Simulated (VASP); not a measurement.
Shape and ions are relaxed at each volume.

Energy against volume of WC (wc). These are AM05 GGA, VASP's PBE PAW potentials (set 64) (plane waves; VASP) values and carry that method's errors.

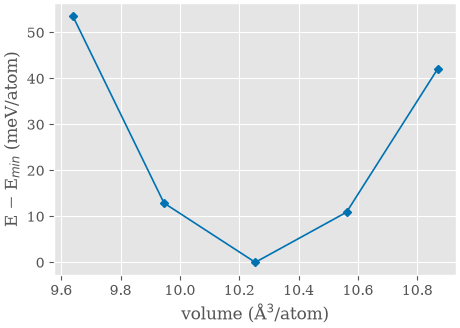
Energy against volume

Task: Estimate the equilibrium volume and the bulk modulus.

Result: The minimum lies near 10.3 Å³/atom, and the curvature gives B0 of about 410 GPa.

The compound is WC in the wc structure. It was relaxed first.
